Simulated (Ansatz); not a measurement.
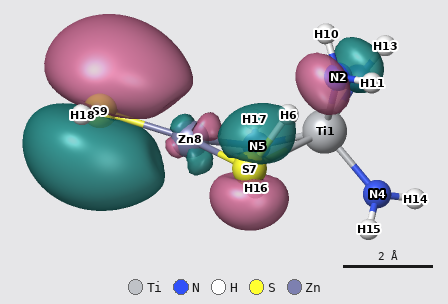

The picture shows: H₁₀N₄S₂TiZn. One frontier orbital at ±0.06 Å⁻³ᐟ² (teal and pink are the two phases), seen from one side.

A transition-state structure; geometry: PBE0-D4/def2-TZVP.

All numbers below come from Ansatz, RKS PBE0-D4/def2-TZVPP.

The calculation's input:

```
crystal:
  periodic: [false, false, false]
  atoms:
    - {symbol: Ti, position_ang: [-0.557863, -0.383240, 0.222021]}
    - {symbol: N, position_ang: [0.515517, -1.136525, 1.743749]}
    - {symbol: N, position_ang: [-0.492296, -1.996342, -0.772711]}
    - {symbol: N, position_ang: [-2.341602, -0.205698, 0.719112]}
    - {symbol: N, position_ang: [-0.119498, 0.639170, -1.528424]}
    - {symbol: H, position_ang: [0.733786, 0.330813, 1.800440]}
    - {symbol: S, position_ang: [0.363797, 1.744099, 1.360403]}
    - {symbol: Zn, position_ang: [1.303869, 1.858992, -0.711850]}
    - {symbol: S, position_ang: [2.985110, 2.739950, -1.812419]}
    - {symbol: H, position_ang: [1.397794, -1.616049, 1.623343]}
    - {symbol: H, position_ang: [0.077588, -1.432702, 2.605461]}
    - {symbol: H, position_ang: [-0.602861, -2.117826, -1.769285]}
    - {symbol: H, position_ang: [-0.287240, -2.884249, -0.336042]}
    - {symbol: H, position_ang: [-3.101386, -0.834763, 0.509415]}
    - {symbol: H, position_ang: [-2.653474, 0.604283, 1.238325]}
    - {symbol: H, position_ang: [-0.878265, 1.247744, -1.821685]}
    - {symbol: H, position_ang: [0.153383, 0.094146, -2.336461]}
    - {symbol: H, position_ang: [3.503541, 3.347996, -0.733394]}
basis:
  gaussian: {orbitals: def2-TZVPP}
hamiltonian: {xc: pbe0, dispersion: d4}
output: {orbitals: {seedname: orbitals}}
```

Command:

```sh
ansatz run in.yaml --threads 4 --pin off --events-out ev --progress --plain --max-ram 66560MiB --backend cuda --devices 0, --max-vram 37GiB
```

Q: Which orbital is it: HOMO or LUMO?

A: The HOMO, at −6.49 eV. It lies mainly on S9 (about 75 %) and Zn8 (about 10 %); largely a lone pair of S9.
